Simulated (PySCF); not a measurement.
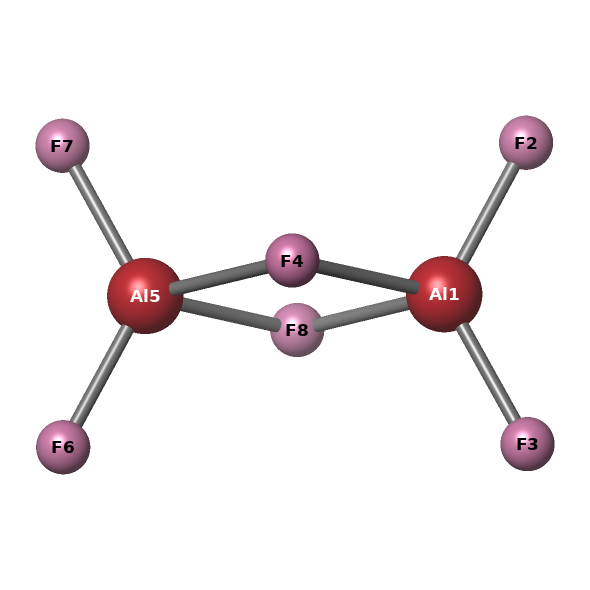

The geometry was computed by an optimisation with PBE0-D3(BJ)/def2-SVP. No frequency run is at hand to confirm it as a minimum. Properties computed with delta-SCF UKS SCAN, pcX-2 on the ionised atom (unc-x2c-TZVPall on a metal), pcseg-1 elsewhere, spin-free X2C (PySCF 2.14.0).

Give the core-electron binding energies (to vacuum; p and d levels without spin–orbit splitting) of Al1 1s, Al1 2p, F2 1s, F4 1s.

```json
{"atom": "Al1", "level": "1s", "binding energy (eV)": "1570.9"}
{"atom": "Al1", "level": "2p", "binding energy (eV)": "84.2"}
{"atom": "F2", "level": "1s", "binding energy (eV)": "693.0"}
{"atom": "F4", "level": "1s", "binding energy (eV)": "695.5"}
```
